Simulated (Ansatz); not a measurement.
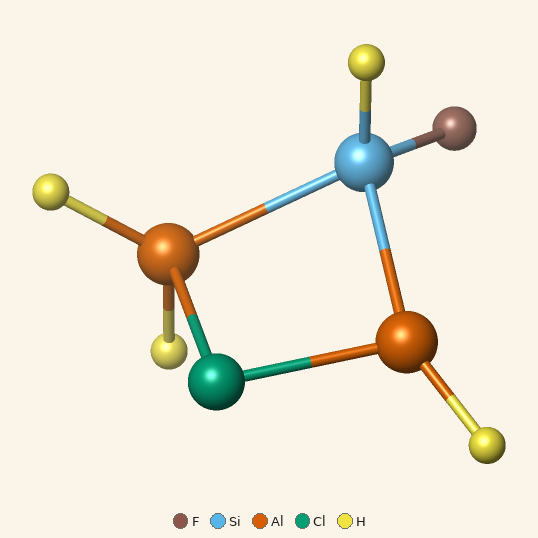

Rendered structure (ball-and-stick style). Every bond is drawn as one stick, whatever its order.

The computed structure is the end point of a PBE0-D4/def2-TZVP optimisation.

Description:

Formula Al2ClFH4Si. This geometry has C1 symmetry. Coordination, clear cases only: 1 Cl bent.

More results for the same structure follow; atom numbers are the same in all pictures, views and colours differ.

### Geometry

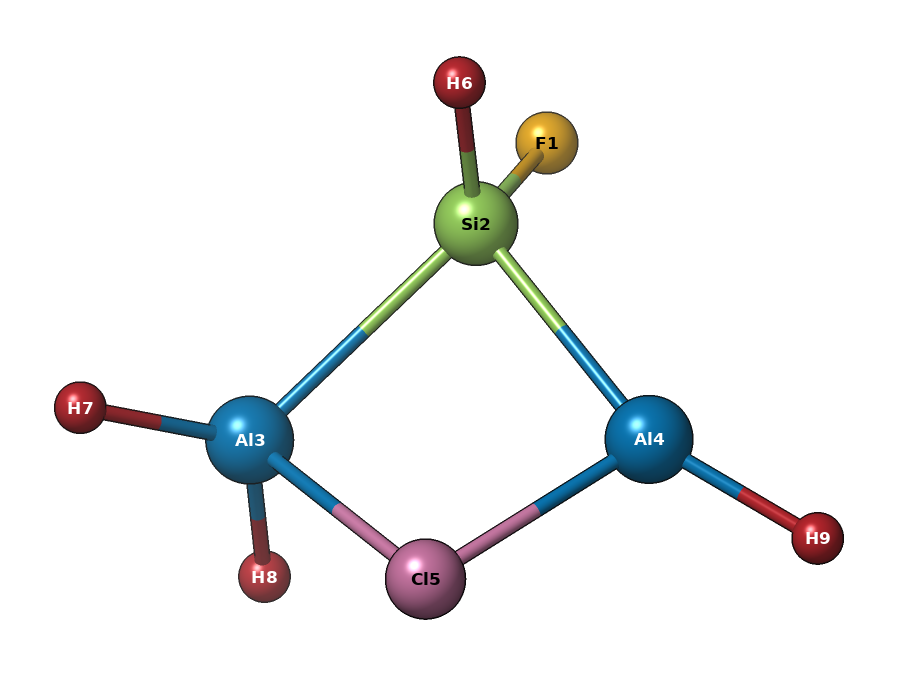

Atoms carry their numbers in the input.

Which atoms are bonded, and how long are the bonds?

```json
{"bond": "F1–Si2", "length (Å)": "1.614"}
{"bond": "Si2–Al3", "length (Å)": "2.485"}
{"bond": "Si2–Al4", "length (Å)": "2.434"}
{"bond": "Si2–H6", "length (Å)": "1.495"}
{"bond": "Al3–Cl5", "length (Å)": "2.507"}
{"bond": "Al3–H7", "length (Å)": "1.586"}
{"bond": "Al3–H8", "length (Å)": "1.589"}
{"bond": "Al4–Cl5", "length (Å)": "2.218"}
{"bond": "Al4–H9", "length (Å)": "1.582"}
```

### Charges

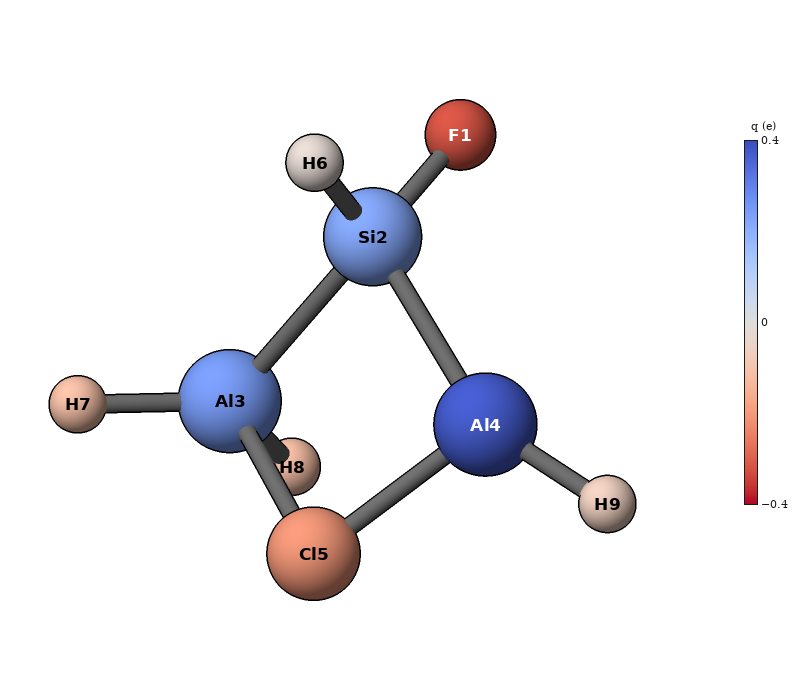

Atoms are coloured by their Mulliken charges. Properties computed with RKS PBE0-D4/def2-TZVP (Ansatz 0.2.0).

Which atom carries the highest charge (most positive or least negative)?

Al4 (0.37 e).

And the lowest?

F1 (−0.31 e).

Give the Mulliken charges atom by atom.

```tsv
atom	value (e)
F1	−0.31
Si2	0.22
Al3	0.24
Al4	0.37
Cl5	−0.20
H6	−0.02
H7	−0.11
H8	−0.11
H9	−0.06
```

### Vibrations

Harmonic vibrations computed with RKS PBE0-D4/def2-TZVP (Ansatz 0.2.0) at a stationary point of the same level.

List the wavenumbers.

21 modes: 40, 133, 162, 188, 193, 326, 358, 387, 396, 422, 435, 539, 607, 636, 736, 787, 865, 1904, 1921, 1936, 2173 cm⁻¹.

### Levels of theory compared

Program: Ansatz 0.2.0.

At this fixed geometry, give HOMO energy (eV), HOMO–LUMO gap (eV), dipole (D) at these levels: B3LYP-D4/def2-TZVPP; PBE-D4/def2-TZVPP; r2SCAN-D4/def2-TZVPP; ωB97M-V/def2-TZVPP.

| level | HOMO energy (eV) | HOMO–LUMO gap (eV) | dipole (D) |
| --- | --- | --- | --- |
| B3LYP-D4/def2-TZVPP | −6.67 | 3.99 | 2.46 |
| PBE-D4/def2-TZVPP | −5.87 | 2.61 | 2.33 |
| r2SCAN-D4/def2-TZVPP | −6.07 | 2.98 | 2.47 |
| ωB97M-V/def2-TZVPP | −8.71 | 7.89 | 2.49 |

Mulliken values depend strongly on the basis set and can even reverse the polarity of a bond.
